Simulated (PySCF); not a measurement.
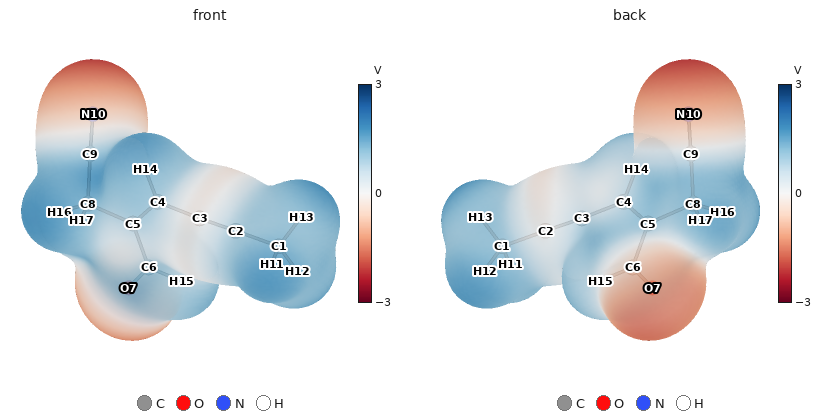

*C8H7NO (SMILES CC#C/C=C(\C=O)CC#N). The molecular electrostatic potential painted on the density surface at 0.004 e/bohr³, seen from the front and from behind; the colour scale runs from red (negative) to blue (positive).*

Geometry: GFN2-xTB.

These are results of PySCF, PBE0/pcSseg-1, SCF density, gas phase, non-relativistic, not measurements.

```xyz
17

C     2.2686    1.4523    2.8271
C     1.2877    0.7807    2.0146
C     0.4757    0.2236    1.3170
C    -0.5012   -0.4446    0.5703
C    -0.5379   -0.5033   -0.7779
C     0.4706    0.1569   -1.6010
O     0.4740    0.1651   -2.8094
C    -1.6202   -1.2490   -1.5204
C    -2.9114   -1.0582   -0.9136
N    -3.9238   -0.8991   -0.4071
H     3.0102    0.7327    3.1747
H     2.7721    2.2270    2.2495
H     1.7880    1.9061    3.6934
H    -1.2747   -0.9359    1.1513
H     1.2577    0.6681   -1.0167
H    -1.3994   -2.3225   -1.5430
H    -1.6429   -0.8879   -2.5541
```

> Describe the electrostatic potential map.

The most negative region (about −2.0 V) lies over N10, the most positive (about +1.8 V) over the C and H atoms. N10 is the likeliest acceptor of a hydrogen bond.

> What dipole moment does the calculation give?

Its dipole moment is 5.05 D.
